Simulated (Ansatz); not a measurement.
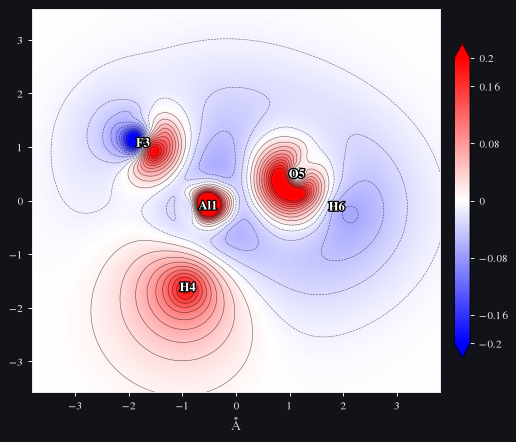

*AlFH$_{2}$O···H$_{2}$. The LUMO on the plane of atoms H4, Al1 and O5 (values in Å⁻³ᐟ²; the overall sign is arbitrary).*

Not at a stationary point (largest force 1.8 eV/Å).

All numbers below come from RKS B3LYP-D4/cc-pVDZ in Ansatz 0.2.0.

```yaml
atoms:
  - { symbol: Al, position_ang: [0.0092, -0.4885, -0.4404] }
  - { symbol: H, position_ang: [0.0885, -0.0508, 2.2829] }
  - { symbol: F, position_ang: [1.4584, 0.3413, -0.6780] }
  - { symbol: H, position_ang: [-1.3455, 0.1672, -0.9003] }
  - { symbol: O, position_ang: [0.1344, -2.0945, 0.2626] }
  - { symbol: H, position_ang: [-0.6294, -2.6865, 0.2646] }
  - { symbol: H, position_ang: [0.0683, -0.7133, 1.9975] }
```

What is the character of this orbital?

Answer. Its weight (Hirshfeld) is mainly on Al1 (about 70 %), O5 (about 10 %), H4 (about 10 %) and F3 (about 5 %). Its energy is −0.68 eV.
